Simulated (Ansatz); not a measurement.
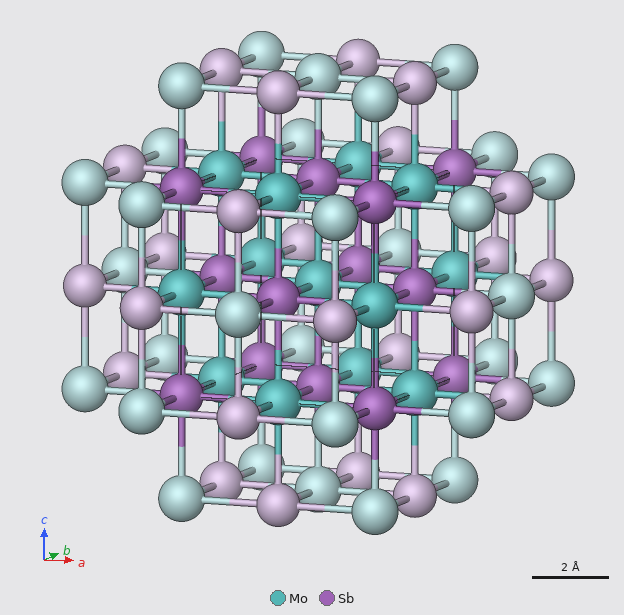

The figure gives a ball-and-stick picture of the atoms, viewed slightly off an axis. The parallelepiped is the conventional unit cell. Bonded atoms from the next cells complete the picture, in fainter colours.

SbMo, rock salt (NaCl type), space group Fm-3m (No. 225), a = 5.520 Å, b = 5.520 Å, c = 5.520 Å, α = 90.00°, β = 90.00°, γ = 90.00°. The cell started as a structure type filled with these elements by a generator (whether the compound takes this form wasn't checked). The cell was then strained or its atoms displaced on purpose. It went into a calculation with Ansatz.

This one geometry was computed with Ansatz (DFT, plane waves, PAW) at five levels of theory: PBE, PBE with spin-orbit coupling, LDA, r2SCAN and PBEsol.

Which level gives the highest pressure at this volume, and what does that say about its equilibrium volume?

Answer. Highest: PBE (0.0 GPa) and PBE with spin-orbit coupling (0.1 GPa), which points to the largest equilibrium volume. Lowest, with the smallest volume: LDA (-7.5 GPa). Levels within 0.5 GPa of each other can't be told apart.

How does the band gap change with the level of theory?

Answer. All levels give a metal.

Collect the results in a table.

Answer.
| level | cutoff (eV) | k-mesh of the run's cell | gap (eV) | pressure (GPa) |
| --- | --- | --- | --- | --- |
| PBE | 420 | 10×10×10 | metal | 0.0 |
| PBE with spin-orbit coupling | 420 | 10×10×10 | metal | 0.1 |
| LDA | 420 | 10×10×10 | metal | -7.5 |
| r2SCAN | 500 | 10×10×10 | metal | -1.6 |
| PBEsol | 420 | 10×10×10 | metal | -4.9 |

Gaps are taken on the k-mesh or band path of each run.
